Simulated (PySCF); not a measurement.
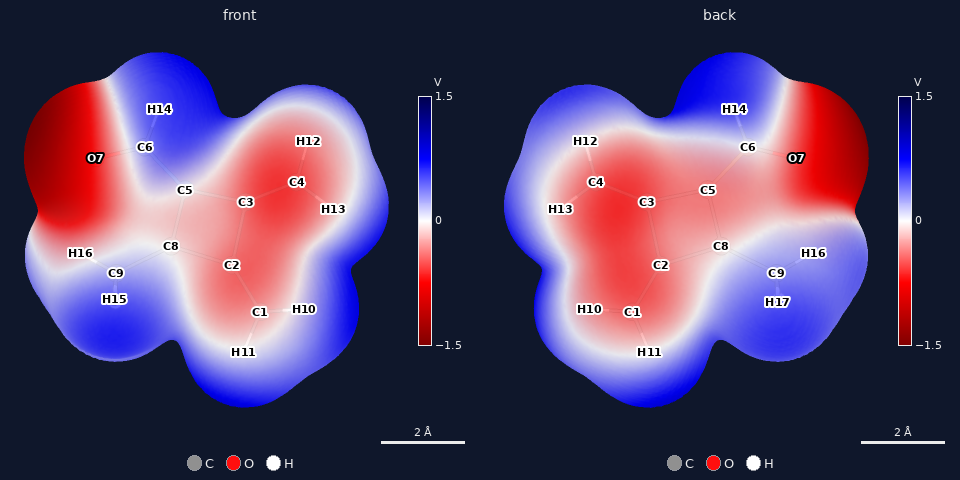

Figure 1: C₈H₈O (SMILES C=C1C(=C)C(C=O)=C1C). The molecular electrostatic potential painted on the density surface at 0.001 e/bohr³, seen from the front and from behind; the colour scale runs from red (negative) to blue (positive).

Geometry: GFN2-xTB, MD frame at 250 fs, 600 K.

Computed with PySCF, PBE0/pcSseg-1, SCF density, gas phase, non-relativistic.

```xyz
17

C     0.5558   -2.2680   -0.3737
C     0.2705   -0.9758   -0.2635
C     1.0657    0.3558   -0.0595
C     2.3810    0.4190   -0.0237
C    -0.2324    1.0805    0.1255
C    -0.8454    2.2427    0.8102
O    -2.0457    2.3486    0.8482
C    -0.9764   -0.0715   -0.1981
C    -2.4474   -0.2794   -0.1956
H     1.5628   -2.5904   -0.1371
H    -0.1384   -3.0293   -0.6118
H     2.9609    1.3131   -0.1011
H     3.0041   -0.4643   -0.1690
H    -0.2279    2.9534    1.1917
H    -2.7228   -1.0299    0.5724
H    -3.1266    0.4937   -0.2300
H    -2.6725   -0.7507   -1.1305
```

Which sites attract a positive test charge, and which a negative one?

Answer. A positive charge is drawn to the negative regions and a negative charge to the positive ones. The most negative region (about −1.5 V) lies over O7, the most positive (about +0.8 V) over C6, H10, H11 and H14. O7 is the likeliest acceptor of a hydrogen bond.

What dipole moment does the calculation give?

Answer. Its dipole moment is 2.05 D.
